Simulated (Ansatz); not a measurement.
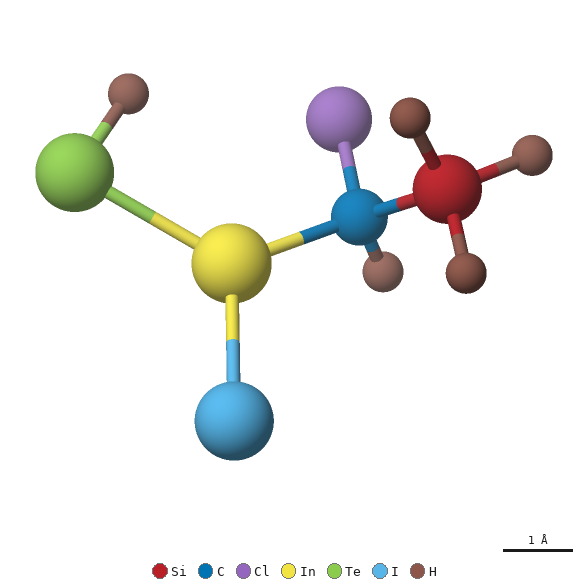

Ball-and-stick drawing of a structure. Every bond is drawn as one stick, whatever its order.

The computed structure is the end point of a PBE0-D4/def2-TZVP optimisation.

Which formula does it have?

CH₅ClIInSiTe, 11 atoms: 1 carbon, 5 hydrogen, 1 chlorine, 1 iodine, 1 indium, 1 silicon and 1 tellurium.

Name some functional groups or characteristic bonds that it holds.

Among them: C–Cl bond, Si–H bond.

Give a SMILES string for it.

[SiH3][C@H](Cl)[In]([TeH])[I]

More results for the same structure follow; atom numbers are the same in all pictures, views and colours differ.

## Geometry

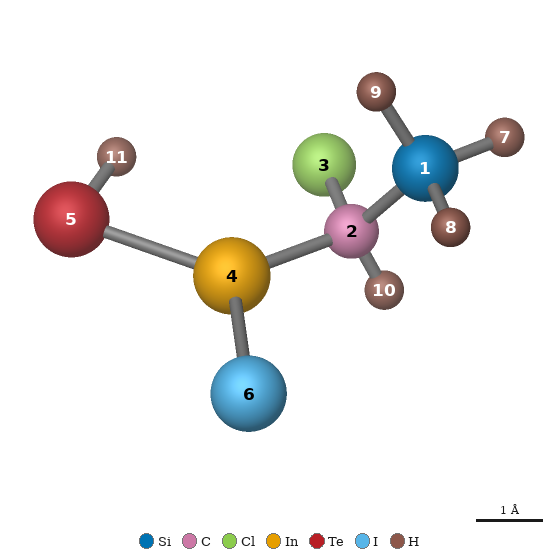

List the bonds and their lengths.

| bond | length (Å) |
| --- | --- |
| Si1–C2 | 1.877 |
| Si1–H7 | 1.485 |
| Si1–H8 | 1.487 |
| Si1–H9 | 1.486 |
| C2–Cl3 | 1.789 |
| C2–In4 | 2.174 |
| C2–H10 | 1.092 |
| In4–Te5 | 2.668 |
| In4–I6 | 2.667 |
| Te5–H11 | 1.660 |

## Vibrations

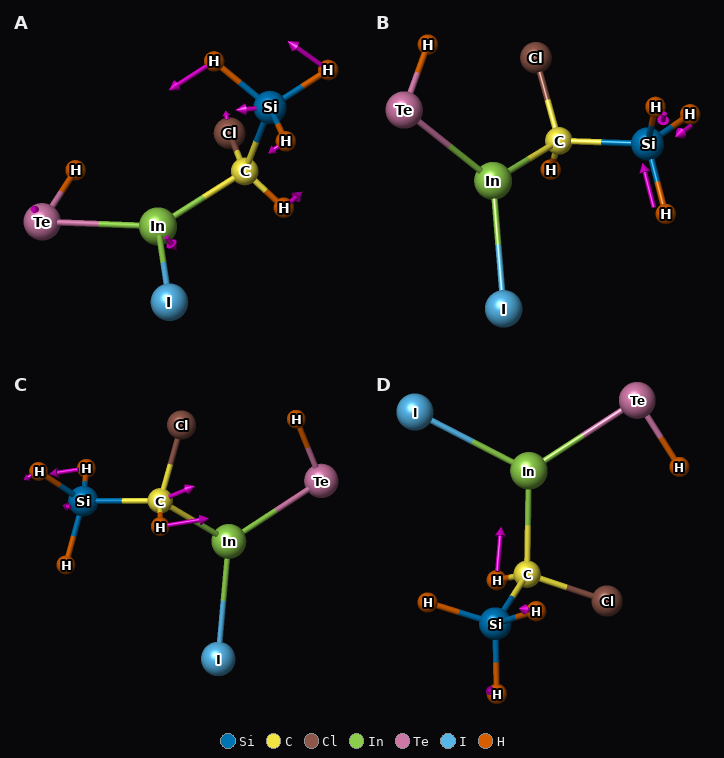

4 normal modes of one molecule or complex, as arrows. Harmonic vibrations computed with RKS PBE0-D4/def2-TZVP, core potentials on I, In, Te (Ansatz 0.2.0) at a stationary point of the same level.

Match the panels to the wavenumbers 52 cm⁻¹, 793 cm⁻¹, 969 cm⁻¹, 2225 cm⁻¹.

A: 52 cm⁻¹, a torsion or out-of-plane motion in which bond lengths and bond angles hardly change
B: 2225 cm⁻¹, in-phase stretching of 3 Si–H bonds
C: 793 cm⁻¹
D: 969 cm⁻¹, angle bending

## Levels of theory compared

Program: Ansatz 0.2.0.

Tabulate HOMO–LUMO gap (eV), dipole (D) at these levels: B3LYP-D4/def2-TZVPP; PBE-D4/def2-TZVPP; r2SCAN-D4/def2-TZVPP; ωB97M-V/def2-TZVPP.

```csv
level,HOMO–LUMO gap (eV),dipole (D)
B3LYP-D4/def2-TZVPP,4.48,0.83
PBE-D4/def2-TZVPP,3.20,0.89
r2SCAN-D4/def2-TZVPP,3.61,0.90
ωB97M-V/def2-TZVPP,8.71,0.82
```

## Charges

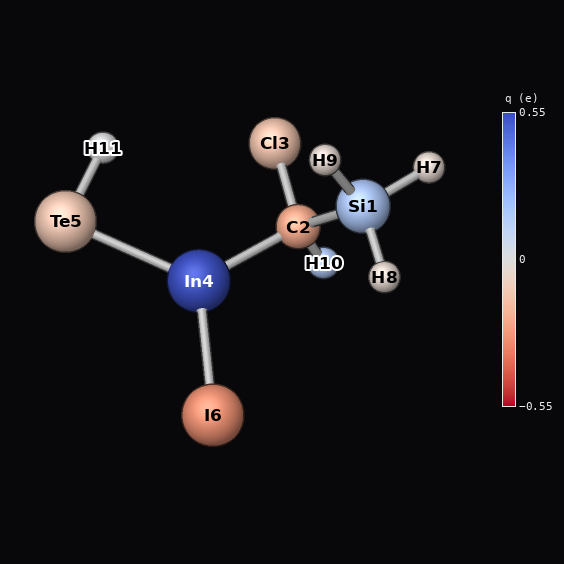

Atoms are coloured by their Mulliken charges. Method: RKS PBE-D4/def2-TZVPP, core potentials on I, In, Te (Ansatz 0.2.0).

Give the Mulliken charges atom by atom.

```tsv
atom	value (e)
Si1	0.16
C2	−0.22
Cl3	−0.13
In4	0.54
Te5	−0.11
I6	−0.28
H7	−0.04
H8	−0.04
H9	−0.04
H10	0.15
H11	0.01
```

Mulliken values depend strongly on the basis set and can even reverse the polarity of a bond.
